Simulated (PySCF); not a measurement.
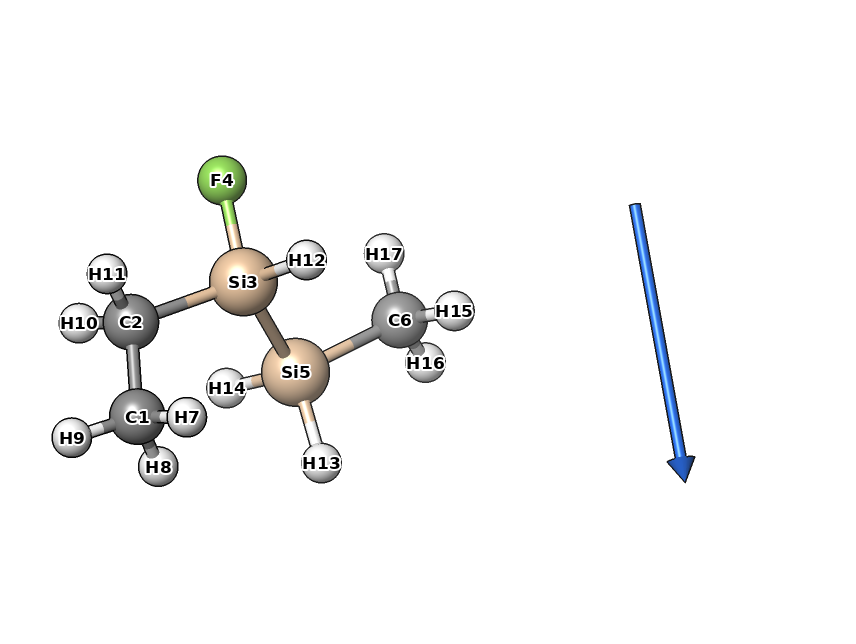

The arrow beside the molecule shows the direction of the dipole moment, from the negative to the positive end (its length means nothing). Computed geometry: GFN2-xTB optimisation. No frequency run is at hand to confirm it as a minimum. Level of theory: CAM-B3LYP/def2-SVPD, gas phase (PySCF 2.14.0).

How large is the dipole moment?

Answer. 1.62 D; it points from the side of F4 to the side of H8, H13 (the outermost atoms at the two ends).

The geometry is semi-empirical. Around Si such bond lengths and angles can be off by a tenth of an ångström or more and by several degrees, and values that hang on the shape move with them.
